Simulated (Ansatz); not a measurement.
# AlClF2 (SMILES [F][Al]([F])[Cl]) at CCSDT/STO-3G

What is the energy change on altering one bond length of AlClF2 at CCSDT/STO-3G? 

The calculation is run with Ansatz 0.2.0.

53 further runs of the same task are left out: 4 that didn't finish, 49 set aside as unsound or not needed.

**1. The structure to begin with**

The species is AlClF2 (4 atoms), meant as a singlet with charge 0. As SMILES, `[F][Al]([F])[Cl]`. The shape is that of a PBE0-D4/def2-TZVP optimisation.

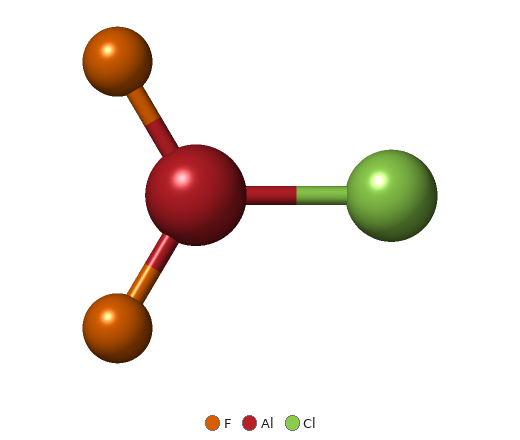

Viewed from a chosen angle; fluorine orange, aluminium red, chlorine green.

**2. The energy at CCSDT/STO-3G**

Input file in.yaml:

```yaml
crystal:
  periodic: [false, false, false]
  atoms:
    - symbol: F
      position_ang: [0.997200, 0.721760, 1.149640]
    - symbol: Al
      position_ang: [0.069280, -0.050750, 0.053570]
    - symbol: F
      position_ang: [0.273490, -1.653820, -0.164660]
    - symbol: Cl
      position_ang: [-1.339980, 0.982810, -1.038560]
basis:
  gaussian: {orbitals: STO-3G}
correlation: {method: ccsdt, frozen_orbitals: {Al: 5, Cl: 5, F: 1}}
accuracy: high
scf: {omitted_lower_state_checks: [cluster_reference, increment]}
```

Started as:

```bash
$ ansatz run in.yaml --threads 1 --pin off --max-ram 3480MiB --events-out events.jsonl --progress --plain --runs-dir runs
```

Standard output, shortened:

```text
Warning: RAYON_NUM_THREADS=1 ignored (pool sized by the plan → 1); use --threads N
Functional definition: HF
  name "HF"
[...]
524 factors; integrals over basis functions are off by at most 2.8e-8 eV
[...]
mean field -24214.02257462 eV, -889.8489167632 hartree, gradient 9.9e-9 eV, S^2 0.000000; 0 other end points of the search recorded, 0 dependent functions left out
12 core orbitals not correlated: weight in the atoms' cores, before any rotation towards them, 1.000 or more for the frozen orbitals, at most 0.000 for the correlated occupied ones
reference -24214.02257462 eV, -889.8489167632 hartree; 12, 12 occupied and 4, 4 virtual orbitals, 524 factors
second order -1.63976743 eV of doubles, -0.00000000 eV of singles
cycle   1  -1.72041626 eV  change   -8.1e-2 eV  update   9.5e-2
[...]
cycle  23  -2.10454811 eV  change   -2.8e-9 eV  update   2.4e-9
Total energy: -24216.12712272 eV, -889.9262574796 hartree
Checks for a lower state left out: cluster_reference, increment
```

It took 0.44 s on 1 thread of Arm Neoverse V2, shared host.

**3. The distorted shape at the same level**

Input file input.yaml:

```yaml
crystal:
  periodic: [false, false, false]
  atoms:
    - symbol: F
      position_ang: [1.349492, 0.463387, 1.422655]
    - symbol: Al
      position_ang: [0.421572, -0.309123, 0.326585]
    - symbol: F
      position_ang: [0.625782, -1.912193, 0.108355]
    - symbol: Cl
      position_ang: [-1.339980, 0.982810, -1.038560]
basis:
  gaussian:
    orbitals: STO-3G
correlation:
  method: ccsdt
  frozen_orbitals: {Al: 5, Cl: 5, F: 1}
accuracy: high
scf:
  omitted_lower_state_checks: [cluster_reference, increment]
```

Started as:

```bash
$ ansatz run input.yaml --threads 1 --pin off --max-ram 3480MiB --events-out events.jsonl --progress --plain --runs-dir runs
```

Standard output, shortened:

```text
Warning: RAYON_NUM_THREADS=1 ignored (pool sized by the plan → 1); use --threads N
Functional definition: HF
  name "HF"
[...]
505 factors; integrals over basis functions are off by at most 3.2e-8 eV
[...]
mean field -24212.18169292 eV, -889.7812656084 hartree, gradient 2.5e-8 eV, S^2 0.000000; 0 other end points of the search recorded, 0 dependent functions left out
12 core orbitals not correlated: weight in the atoms' cores, before any rotation towards them, 1.000 or more for the frozen orbitals, at most 0.000 for the correlated occupied ones
reference -24212.18169292 eV, -889.7812656084 hartree; 12, 12 occupied and 4, 4 virtual orbitals, 505 factors
second order -1.82819921 eV of doubles, -0.00000000 eV of singles
cycle   1  -1.90533941 eV  change   -7.7e-2 eV  update   1.1e-1
[...]
cycle  25  -2.38129808 eV  change   9.9e-10 eV  update   2.7e-9
Total energy: -24214.56299100 eV, -889.8687766988 hartree
Checks for a lower state left out: cluster_reference, increment
```

Run time: 0.46 s. Hardware: 1 thread of Arm Neoverse V2, shared host.

**4. Summary of results**

At CCSDT/STO-3G, 12 core orbitals frozen:

| quantity | value |
| --- | --- |
| first shape: total energy | -889.92626 Eh |
| first shape: correlation energy (12 core orbitals frozen) | -77.3 mEh |
| first shape: T1 diagnostic | 0.014 |
| distorted shape: total energy | -889.86878 Eh |
| distorted shape: correlation energy (12 core orbitals frozen) | -87.5 mEh |
| distorted shape: T1 diagnostic | 0.016 |
| energy change with the Al2–Cl4 bond stretched from 2.061 to 2.576 Å | 1.564 eV |

With the Al2–Cl4 bond stretched from 2.061 to 2.576 Å the energy rises by 1.56 eV (36 kcal/mol). The first shape isn't relaxed at this level, so the change isn't measured from a minimum. The minimal basis adds a large error of its own.
